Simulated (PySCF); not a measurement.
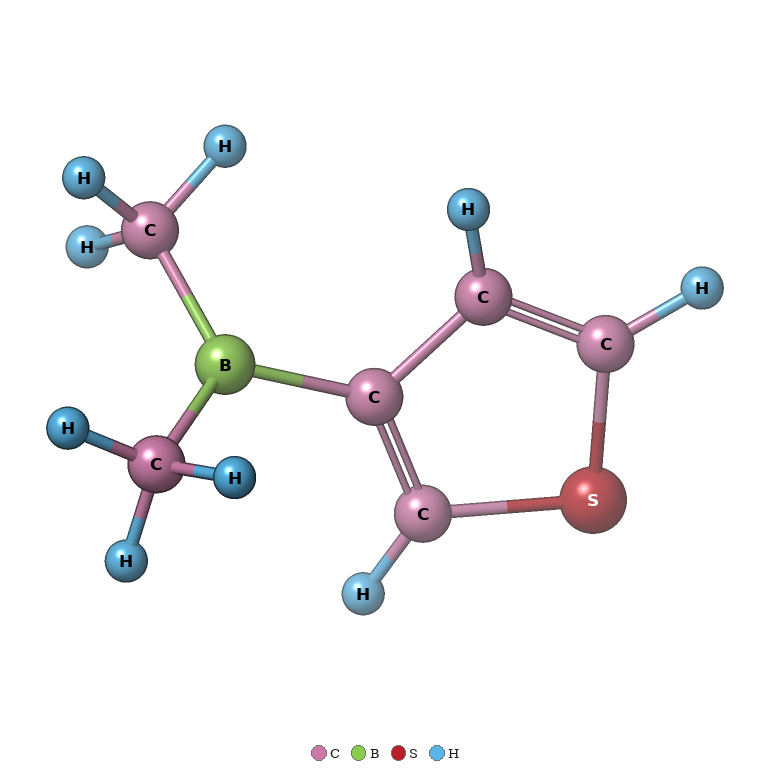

Orthographic view. Depth is shown by fading: the farther an atom, the more it takes the colour of the background. Geometry: a frame of a GFN2-xTB molecular-dynamics simulation, not a minimum.

Give the standard InChI.

InChI=1S/C6H9BS/c1-7(2)6-3-4-8-5-6/h3-5H,1-2H3
